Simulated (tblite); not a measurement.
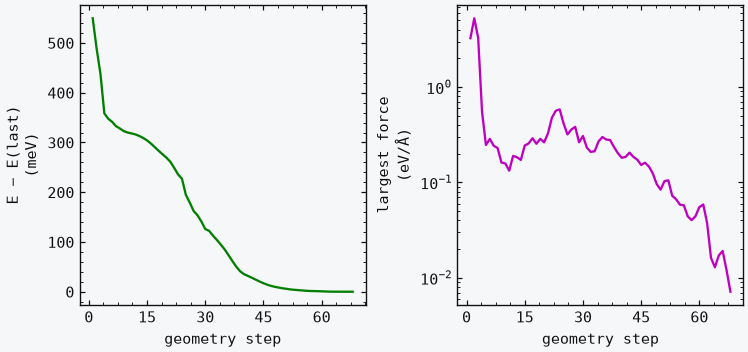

History of a geometry optimisation.

System: C₇H₆Cl (SMILES C#C[C@]1(Cl)[CH+]C=CC1) (charge +1).
Method: GFN2-xTB geometry optimisation, gas phase (tblite).

Q: How did the optimisation end?

A: The optimisation met its thresholds at geometry 68, counting the start as the first. The energy fell by about 550 meV from the first step to the last. The largest force goes from about 3.3 eV/Å at the start to 7 × 10⁻³ eV/Å at the end, with a peak of 5.3 eV/Å at step 2.
